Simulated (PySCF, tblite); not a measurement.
# C4H5ClO: deprotonation, NMR shifts

What do calculations give for the deprotonation, NMR shifts of C4H5ClO (`Cl[C@@H]1C=COC1`)?

Programs: tblite 0.8.0 and PySCF 2.14.0, with routines of our own; each step states its level. All values are computed. Atoms count from 0.

## 1. The starting structure

11 atoms, charge 0, multiplicity 1; geometry from: start built from the parent or by distance geometry.

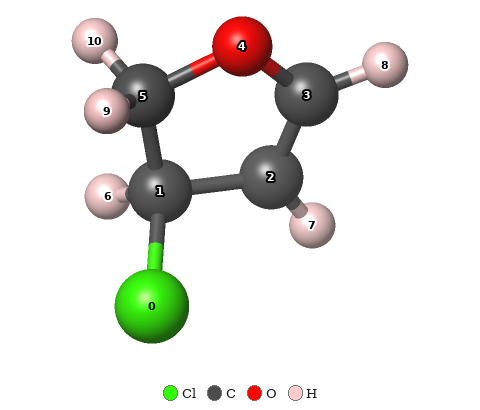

The starting geometry (chlorine green, carbon dark grey, oxygen red, hydrogen pink).

## 2. Optimising the geometry with GFN2-xTB

What the job is given:

```
{"job": {"kind": "relax", "xc": "GFN2-xTB", "basis": "xTB"}, "charge": 0, "multiplicity": 1}
Cl    -1.798900    -1.106500     1.065200
C     -0.707100    -0.573900    -0.231900
C      0.710100    -0.929700     0.172300
C      1.357500     0.217400     0.377100
O      0.652000     1.371200     0.246900
C     -0.620400     0.941000    -0.331700
H     -1.012300    -1.036100    -1.160200
H      1.098100    -1.911900     0.277700
H      2.388100     0.319900     0.725000
H     -1.431600     1.469300     0.191000
H     -0.624600     1.244500    -1.383400
```

Started as:

```
> OMP_NUM_THREADS=1 python redox_run.py task.json out
```

This one command runs all jobs of the session in turn.

The log of the run:

```text
step      E/eV     max force
  0    -536.17701    1.551
  1    -536.24269    0.494
  2    -536.25720    0.271
  3    -536.26468    0.241
  4    -536.26998    0.231
  5    -536.27346    0.129
  6    -536.27565    0.113
  7    -536.27727    0.103
  8    -536.27823    0.095
  9    -536.27892    0.069
 10    -536.27923    0.044
 11    -536.27943    0.040
 12    -536.27966    0.052
 13    -536.27997    0.062
 14    -536.28027    0.053
 15    -536.28046    0.043
 16    -536.28057    0.033
 17    -536.28068    0.044
 18    -536.28079    0.036
 19    -536.28087    0.026
 20    -536.28092    0.021
 21    -536.28097    0.025
 22    -536.28105    0.035
 23    -536.28115    0.043
 24    -536.28126    0.039
 25    -536.28137    0.033
 26    -536.28148    0.027
 27    -536.28158    0.025
 28    -536.28165    0.024
 29    -536.28171    0.018
 30    -536.28177    0.025
 31    -536.28185    0.032
 32    -536.28192    0.027
 33    -536.28197    0.016
 34    -536.28199    0.013
 35    -536.28201    0.013
 36    -536.28203    0.013
 37    -536.28204    0.011
 38    -536.28205    0.007
```

It took 0.38 s on 1 thread of Intel Xeon at 2.70GHz, shared host.

Step by step: (not every step is listed)

```
step  energy from step 0 (eV)  largest force (eV/Å)
   0                   0.0000                1.5514
   1                  -0.0657                0.4945
   2                  -0.0802                0.2707
   3                  -0.0877                0.2407
   4                  -0.0930                0.2308
   5                  -0.0965                0.1291
   6                  -0.0986                0.1132
   7                  -0.1003                0.1029
   8                  -0.1012                0.0952
  10                  -0.1022                0.0435
  12                  -0.1027                0.0517
  14                  -0.1033                0.0527
  16                  -0.1036                0.0333
  18                  -0.1038                0.0359
  20                  -0.1039                0.0211
  22                  -0.1040                0.0349
  24                  -0.1042                0.0387
  26                  -0.1045                0.0271
  28                  -0.1046                0.0244
  30                  -0.1048                0.0253
  32                  -0.1049                0.0266
  33                  -0.1050                0.0160
  34                  -0.1050                0.0132
  35                  -0.1050                0.0126
  36                  -0.1050                0.0134
  37                  -0.1050                0.0107
  38                  -0.1050                0.0072
```

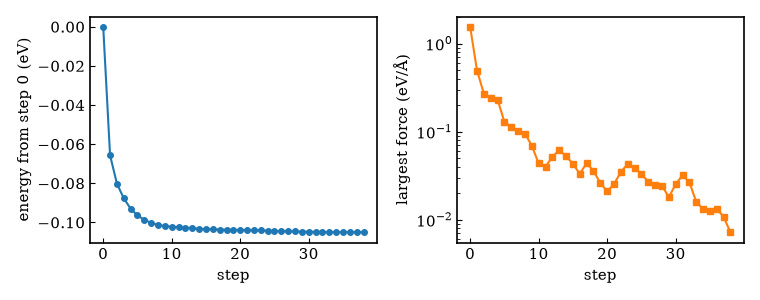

Energy and force, step by step.

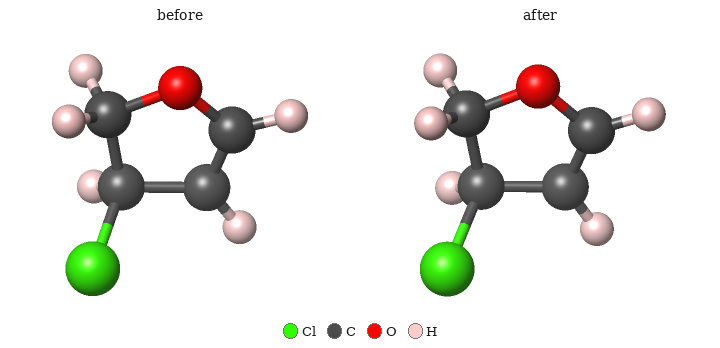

The geometry before (left) and after (right).

Distances of close pairs at the start and the end, largest changes first:

```
  bond  before (Å)  after (Å)  change (Å)
Cl0–C1       1.777      1.816      +0.039
 O4–C5       1.462      1.425      -0.038
 C1–C2       1.516      1.490      -0.026
 C3–H8       1.093      1.075      -0.018
 C1–C5       1.521      1.535      +0.015
 C2–H7       1.061      1.070      +0.009
 C1–H6       1.081      1.089      +0.008
 C5–H9       1.100      1.092      -0.008
```

The final coordinates are the input of the step that follows.

## 3. Infrared spectrum with GFN2-xTB

What the job is given:

```
{"job": {"kind": "ir", "xc": "GFN2-xTB", "basis": "xTB"}, "charge": 0, "multiplicity": 1}
Cl    -1.857377    -1.114535     1.025123
C     -0.671579    -0.580455    -0.241851
C      0.720250    -0.919702     0.168253
C      1.375828     0.213472     0.401855
O      0.671957     1.340996     0.159254
C     -0.605434     0.950645    -0.336408
H     -1.014920    -1.062344    -1.156397
H      1.070645    -1.920909     0.307767
H      2.384051     0.368056     0.740133
H     -1.377155     1.445915     0.256587
H     -0.685417     1.284201    -1.376243
```

The log of the run:

```text
mode    cm-1     km/mol
  1     103.8      3.00
  2     263.1      4.56
  3     309.4      2.94
  4     450.2     11.32
  5     648.9      2.06
  6     727.3      3.05
  7     763.8     13.02
  8     807.3      1.66
  9     851.9      4.50
 10     952.5     24.44
 11     977.8     24.43
 12     995.5      7.45
 13    1068.2     13.10
 14    1084.2     29.92
 15    1132.1     65.82
 16    1163.9      2.88
 17    1179.7     66.91
 18    1220.3     14.68
 19    1237.1     11.81
 20    1314.6     13.97
 21    1452.6      9.94
 22    1653.4    112.38
 23    2933.0     22.36
 24    2968.6      9.03
 25    2978.7      8.51
 26    3144.2      7.20
 27    3193.6      2.04
ZPE 212.790  H(298)-E 229.586  G(298)-E 135.171 kJ/mol  S 316.67 J/(mol K)
```

Wall time 0.66 s (1 thread of Intel Xeon at 2.70GHz, shared host).

The strongest bands and the atoms that carry them (share of the mass-weighted mode):

```
cm⁻¹  km/mol                                atoms
 952    24.4  C5 36 %, C1 21 %, H10 12 %, O4 11 %
 978    24.4   C1 22 %, H7 20 %, C5 13 %, O4 12 %
1084    29.9   H7 40 %, H8 16 %, O4 12 %, C1 12 %
1132    65.8            H8 37 %, O4 30 %, C3 16 %
1180    66.9                     H6 62 %, C1 17 %
1220    14.7                     H6 48 %, C1 20 %
1653   112.4                     C3 49 %, C2 44 %
2933    22.4                             H10 87 %
```

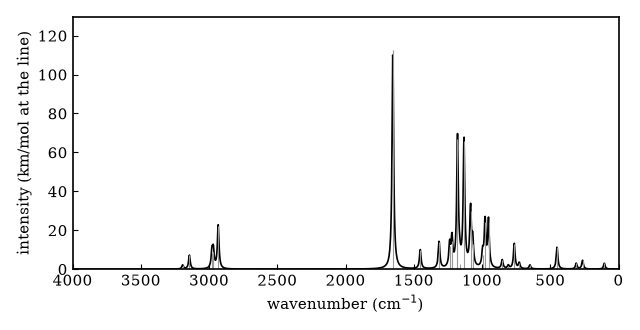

The infrared spectrum from these modes, unscaled. Lines are broadened to a width of 14 cm⁻¹ (Lorentzian).

## 4. Single point (C₄H₅ClO): M06-2X/ma-def2-TZVP

Geometry: GFN2-xTB.

Settings changed since step 3:

```diff
@@ -1,2 +1,2 @@
-{"job": {"kind": "ir", "xc": "GFN2-xTB", "basis": "xTB"}, "charge": 0, "multiplicity": 1}
+{"job": {"kind": "sp", "xc": "M06-2X", "basis": "ma-def2-TZVP", "grid": 3}, "charge": 0, "multiplicity": 1}
 Cl    -1.857377    -1.114535     1.025123
```

The log of the run:

```text
coarse grid: 44576 points
cycle   1  E = -690.7498102804  dE =  1.206e+00  |g| = 5.427e-01  |ddm| = 2.756e+00
cycle   2  E = -690.7449227614  dE =  4.888e-03  |g| = 6.203e-01  |ddm| = 1.822e+00
cycle   3  E = -690.8144555627  dE = -6.953e-02  |g| = 7.689e-02  |ddm| = 7.823e-01
cycle   4  E = -690.8152214203  dE = -7.659e-04  |g| = 4.760e-02  |ddm| = 1.421e-01
cycle   5  E = -690.8157463422  dE = -5.249e-04  |g| = 9.330e-03  |ddm| = 5.847e-02
cycle   6  E = -690.8157680714  dE = -2.173e-05  |g| = 2.734e-03  |ddm| = 2.120e-02
cycle   7  E = -690.8157699834  dE = -1.912e-06  |g| = 6.893e-04  |ddm| = 5.778e-03
final grid: 138480 points
cycle   8  E = -690.8172881259  dE = -1.038e-05  |g| = 2.355e-03  |ddm| = 5.036e-02
cycle   9  E = -690.8172882745  dE = -1.485e-07  |g| = 2.008e-03  |ddm| = 4.257e-03
cycle  10  E = -690.8172890288  dE = -7.544e-07  |g| = 5.035e-04  |ddm| = 3.046e-03
cycle  11  E = -690.8172890814  dE = -5.257e-08  |g| = 1.335e-04  |ddm| = 5.909e-04
cycle  12  E = -690.8172890851  dE = -3.751e-09  |g| = 4.857e-05  |ddm| = 3.707e-04
converged SCF energy = -690.8172890851
```

It took 57 s on 1 thread of Intel Xeon at 2.70GHz, shared host; peak memory 0.72 GiB.

## 5. Optimising the geometry with GFN2-xTB

This step treats C₄H₄ClO−, `Cl[C-]1C=COC1`.

What the job is given:

```
{"job": {"kind": "relax", "xc": "GFN2-xTB", "basis": "xTB"}, "charge": -1, "multiplicity": 1}
Cl    -1.841100    -1.120700     1.019800
C     -0.682300    -0.571800    -0.264900
C      0.737700    -0.927300     0.171400
C      1.373300     0.228100     0.381300
O      0.668700     1.337200     0.170600
C     -0.616400     0.948900    -0.345200
H      1.071100    -1.915100     0.296800
H      2.395500     0.377100     0.745200
H     -1.368100     1.439100     0.255400
H     -0.694800     1.281500    -1.370900
```

The log of the run:

```text
step      E/eV     max force
  0    -526.53130    2.531
  1    -526.70250    1.390
  2    -526.72878    0.877
  3    -526.74281    0.338
  4    -526.74953    0.218
  5    -526.75201    0.150
  6    -526.75365    0.128
  7    -526.75554    0.153
  8    -526.75760    0.148
  9    -526.75947    0.130
 10    -526.76093    0.108
 11    -526.76225    0.114
 12    -526.76379    0.122
 13    -526.76569    0.142
 14    -526.76754    0.126
 15    -526.76899    0.091
 16    -526.77027    0.105
 17    -526.77177    0.139
 18    -526.77354    0.127
 19    -526.77525    0.126
 20    -526.77660    0.115
 21    -526.77786    0.121
 22    -526.77918    0.127
 23    -526.78033    0.094
 24    -526.78124    0.100
 25    -526.78208    0.090
 26    -526.78316    0.118
 27    -526.78461    0.118
 28    -526.78618    0.119
 29    -526.78754    0.105
 30    -526.78891    0.152
 31    -526.79036    0.144
 32    -526.79130    0.092
 33    -526.79178    0.078
 34    -526.79221    0.065
 35    -526.79275    0.101
 36    -526.79322    0.083
 37    -526.79344    0.031
 38    -526.79349    0.022
 39    -526.79351    0.016
 40    -526.79353    0.014
 41    -526.79354    0.005
```

It took 0.32 s on 1 thread of Intel Xeon at 2.70GHz, shared host.

The steps of the relaxation: (not every step is listed)

```
step  energy from step 0 (eV)  largest force (eV/Å)
   0                   0.0000                2.5308
   1                  -0.1712                1.3900
   2                  -0.1975                0.8770
   3                  -0.2115                0.3382
   4                  -0.2182                0.2181
   5                  -0.2207                0.1500
   6                  -0.2224                0.1282
   7                  -0.2242                0.1529
   8                  -0.2263                0.1484
  10                  -0.2296                0.1085
  12                  -0.2325                0.1222
  14                  -0.2362                0.1261
  16                  -0.2390                0.1052
  18                  -0.2422                0.1272
  20                  -0.2453                0.1150
  22                  -0.2479                0.1266
  24                  -0.2499                0.1004
  26                  -0.2519                0.1178
  28                  -0.2549                0.1187
  30                  -0.2576                0.1523
  32                  -0.2600                0.0922
  34                  -0.2609                0.0652
  36                  -0.2619                0.0832
  37                  -0.2621                0.0314
  38                  -0.2622                0.0215
  39                  -0.2622                0.0163
  40                  -0.2622                0.0140
  41                  -0.2622                0.0055
```

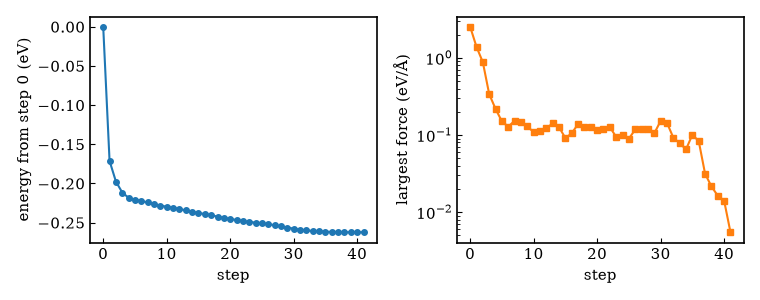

Energy and force, step by step.

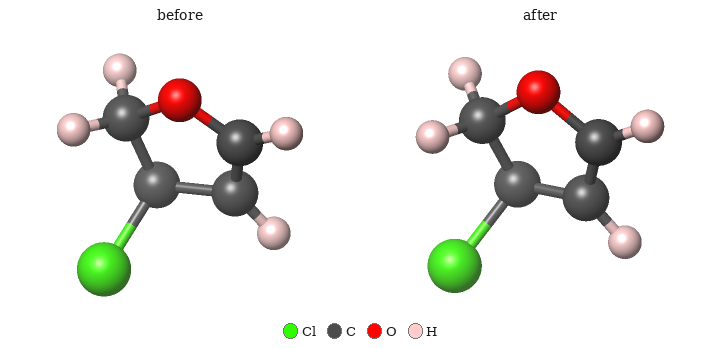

Before and after, at one scale.

Close pairs (by a distance rule), those that changed most:

```
  bond  before (Å)  after (Å)  change (Å)
 C1–C2       1.527      1.444      -0.083
 C3–O4       1.331      1.404      +0.073
 C5–H8       1.080      1.109      +0.029
 C2–H6       1.050      1.079      +0.029
Cl0–C1       1.815      1.843      +0.028
 C5–H9       1.081      1.105      +0.024
 C3–H7       1.095      1.078      -0.017
 C1–C5       1.524      1.532      +0.007
```

The next job starts from the end point, and lists it.

## 6. Harmonic vibrations with GFN2-xTB

What the job is given:

```
{"job": {"kind": "ir", "xc": "GFN2-xTB", "basis": "xTB"}, "charge": -1, "multiplicity": 1}
Cl    -2.012255    -1.226726     0.694770
C     -0.589374    -0.591385    -0.288770
C      0.687591    -0.885759     0.318220
C      1.439741     0.221881     0.373011
O      0.738416     1.378880    -0.001745
C     -0.594639     0.940128    -0.295781
H      1.034312    -1.877161     0.564118
H      2.490473     0.377151     0.556767
H     -1.293736     1.401165     0.430995
H     -0.856994     1.338817    -1.292171
```

The log of the run:

```text
mode    cm-1     km/mol
  1      93.9     12.84
  2     248.4      6.79
  3     281.0     10.24
  4     378.4     51.70
  5     501.4     61.15
  6     653.6      8.50
  7     716.6     25.97
  8     786.0     13.87
  9     822.3      6.22
 10     919.7     88.63
 11     953.3     33.70
 12     996.3     22.51
 13    1044.5     52.86
 14    1102.0      2.53
 15    1154.3     21.99
 16    1174.9     11.78
 17    1246.1     32.38
 18    1324.7     58.48
 19    1504.9     14.94
 20    1597.6     60.51
 21    2702.6    143.91
 22    2802.3    146.61
 23    3055.0    101.57
 24    3082.1    131.81
ZPE 174.308  H(298)-E 191.799  G(298)-E 96.173 kJ/mol  S 320.73 J/(mol K)
```

Run time: 0.45 s. Hardware: 1 thread of Intel Xeon at 2.70GHz, shared host.

Which atoms move in the most intense modes:

```
cm⁻¹  km/mol                               atoms
 501    61.1           C3 32 %, C2 26 %, C1 23 %
 920    88.6  H6 18 %, C1 18 %, O4 17 %, H8 14 %
1325    58.5           H9 31 %, H8 29 %, C5 14 %
1598    60.5                    C3 50 %, C2 43 %
2703   143.9                    H8 76 %, H9 16 %
2802   146.6                    H9 78 %, H8 18 %
3055   101.6                    H7 74 %, H6 19 %
3082   131.8                    H6 73 %, H7 18 %
```

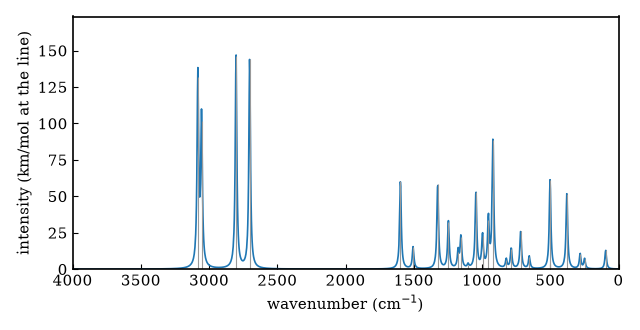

The infrared spectrum from these modes, unscaled. Lines are broadened to a width of 14 cm⁻¹ (Lorentzian).

## 7. Single point (C4H4ClO−, Cl[C-]1C=COC1): M06-2X/ma-def2-TZVP

Geometry: GFN2-xTB.

Settings changed since step 6:

```diff
@@ -1,2 +1,2 @@
-{"job": {"kind": "ir", "xc": "GFN2-xTB", "basis": "xTB"}, "charge": -1, "multiplicity": 1}
+{"job": {"kind": "sp", "xc": "M06-2X", "basis": "ma-def2-TZVP", "grid": 3}, "charge": -1, "multiplicity": 1}
 Cl    -2.012255    -1.226726     0.694770
```

The log of the run:

```text
coarse grid: 42104 points
cycle   1  E = -690.1056944073  dE =  1.041e+00  |g| = 5.618e-01  |ddm| = 3.031e+00
cycle   2  E = -690.1132964180  dE = -7.602e-03  |g| = 6.267e-01  |ddm| = 7.624e+00
cycle   3  E = -690.1879665951  dE = -7.467e-02  |g| = 7.900e-02  |ddm| = 4.674e+00
cycle   4  E = -690.1892462256  dE = -1.280e-03  |g| = 3.641e-02  |ddm| = 4.189e-01
cycle   5  E = -690.1895976058  dE = -3.514e-04  |g| = 9.848e-03  |ddm| = 1.814e-01
cycle   6  E = -690.1896404399  dE = -4.283e-05  |g| = 5.773e-03  |ddm| = 1.688e-01
cycle   7  E = -690.1896530439  dE = -1.260e-05  |g| = 1.828e-03  |ddm| = 4.818e-02
cycle   8  E = -690.1896558348  dE = -2.791e-06  |g| = 1.272e-03  |ddm| = 4.201e-02
final grid: 128672 points
cycle   9  E = -690.1912867352  dE = -1.039e-05  |g| = 3.189e-03  |ddm| = 6.521e-02
cycle  10  E = -690.1912863652  dE =  3.700e-07  |g| = 3.480e-03  |ddm| = 2.496e-02
cycle  11  E = -690.1912889076  dE = -2.542e-06  |g| = 7.046e-04  |ddm| = 1.009e-02
cycle  12  E = -690.1912890255  dE = -1.179e-07  |g| = 2.195e-04  |ddm| = 2.986e-03
cycle  13  E = -690.1912890464  dE = -2.086e-08  |g| = 9.220e-05  |ddm| = 1.666e-03
cycle  14  E = -690.1912890504  dE = -4.038e-09  |g| = 3.347e-05  |ddm| = 1.624e-03
converged SCF energy = -690.1912890504
```

It took 49 s on 1 thread of Intel Xeon at 2.70GHz, shared host; peak memory 0.69 GiB.

## 8. Single point (C4H5ClO): M06-2X/ma-def2-TZVP in tetrahydrofuran

Geometry: GFN2-xTB.

What the job is given:

```
{"job": {"kind": "sp", "xc": "M06-2X", "basis": "ma-def2-TZVP", "grid": 3, "solvent": "tetrahydrofuran"}, "charge": 0, "multiplicity": 1}
Cl    -1.857377    -1.114535     1.025123
C     -0.671579    -0.580455    -0.241851
C      0.720250    -0.919702     0.168253
C      1.375828     0.213472     0.401855
O      0.671957     1.340996     0.159254
C     -0.605434     0.950645    -0.336408
H     -1.014920    -1.062344    -1.156397
H      1.070645    -1.920909     0.307767
H      2.384051     0.368056     0.740133
H     -1.377155     1.445915     0.256587
H     -0.685417     1.284201    -1.376243
```

The log of the run:

```text
final grid: 138480 points
cycle   1  E = -690.8236536533  dE = -6.122e-04  |g| = 1.638e-02  |ddm| = 5.648e-01
cycle   2  E = -690.8236769271  dE = -2.327e-05  |g| = 1.725e-02  |ddm| = 9.219e-02
cycle   3  E = -690.8237329910  dE = -5.606e-05  |g| = 2.975e-03  |ddm| = 1.986e-02
cycle   4  E = -690.8237351501  dE = -2.159e-06  |g| = 1.195e-03  |ddm| = 1.161e-02
cycle   5  E = -690.8237355699  dE = -4.199e-07  |g| = 3.449e-04  |ddm| = 6.444e-03
cycle   6  E = -690.8237356051  dE = -3.515e-08  |g| = 1.088e-04  |ddm| = 1.190e-03
cycle   7  E = -690.8237356084  dE = -3.278e-09  |g| = 2.448e-05  |ddm| = 2.539e-04
converged SCF energy = -690.8237356084
```

Run time: 49 s. Hardware: 1 thread of Intel Xeon at 2.70GHz, shared host; peak memory 0.72 GiB.

## 9. Single point (C₄H₄ClO−, Cl[C-]1C=COC1): M06-2X/ma-def2-TZVP in tetrahydrofuran

Geometry: GFN2-xTB.

What the job is given:

```
{"job": {"kind": "sp", "xc": "M06-2X", "basis": "ma-def2-TZVP", "grid": 3, "solvent": "tetrahydrofuran"}, "charge": -1, "multiplicity": 1}
Cl    -2.012255    -1.226726     0.694770
C     -0.589374    -0.591385    -0.288770
C      0.687591    -0.885759     0.318220
C      1.439741     0.221881     0.373011
O      0.738416     1.378880    -0.001745
C     -0.594639     0.940128    -0.295781
H      1.034312    -1.877161     0.564118
H      2.490473     0.377151     0.556767
H     -1.293736     1.401165     0.430995
H     -0.856994     1.338817    -1.292171
```

The log of the run:

```text
final grid: 128672 points
cycle   1  E = -690.2682012489  dE = -1.822e-03  |g| = 3.851e-02  |ddm| = 2.655e+00
cycle   2  E = -690.2681086292  dE =  9.262e-05  |g| = 4.776e-02  |ddm| = 3.928e-01
cycle   3  E = -690.2687014156  dE = -5.928e-04  |g| = 5.622e-03  |ddm| = 1.344e-01
cycle   4  E = -690.2687151847  dE = -1.377e-05  |g| = 2.626e-03  |ddm| = 6.833e-02
cycle   5  E = -690.2687205887  dE = -5.404e-06  |g| = 1.321e-03  |ddm| = 5.475e-02
cycle   6  E = -690.2687213736  dE = -7.849e-07  |g| = 3.696e-04  |ddm| = 1.305e-02
cycle   7  E = -690.2687215243  dE = -1.508e-07  |g| = 1.200e-04  |ddm| = 5.048e-03
cycle   8  E = -690.2687215363  dE = -1.197e-08  |g| = 7.342e-05  |ddm| = 1.399e-03
cycle   9  E = -690.2687215385  dE = -2.147e-09  |g| = 1.393e-05  |ddm| = 4.175e-04
converged SCF energy = -690.2687215385
```

Wall time 51 s (1 thread of Intel Xeon at 2.70GHz, shared host); peak memory 0.71 GiB.

(Part 1 of 3 ends here.)
